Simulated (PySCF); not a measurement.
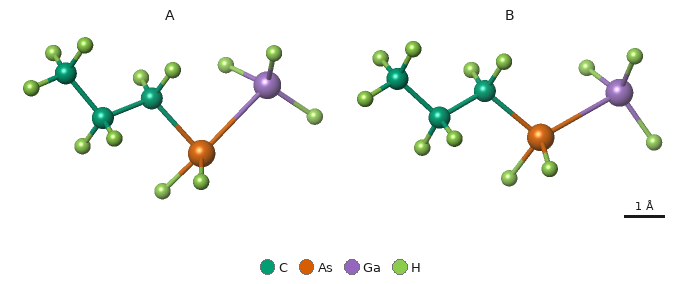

Two geometries of C₃H₁₂AsGa, drawn at one scale. One is the start of a relaxation, the other its converged end. Style: ball-and-stick. Shown from a free direction.

Computed with PBE0-D3(BJ)/def2-SVP geometry optimisation, gas phase in PySCF. 

Question: Which geometry has the lower energy?

Answer: Structure B is the relaxed one. The start comes from GFN2-xTB. An H atom moves most after the best rigid fit: 0.67 Å. Largest moves by element: H 0.67 Å, As 0.42 Å, Ga 0.38 Å, C 0.29 Å. Some distances before and after: As–Ga 2.664 → 2.592 Å, Ga–H 1.550 → 1.577 Å, As–H 1.499 → 1.514 Å, C–H 1.088 → 1.101 Å. Bond angles that change, for instance: C–As–Ga 92.5° → 116.1°, Ga–As–H 133.3° → 119.5°, Ga–As–H 133.4° → 119.6°. After 8 geometry steps the energy has fallen by 20.5 kJ/mol. The largest force component goes from 0.55 to 0.02 eV/Å.
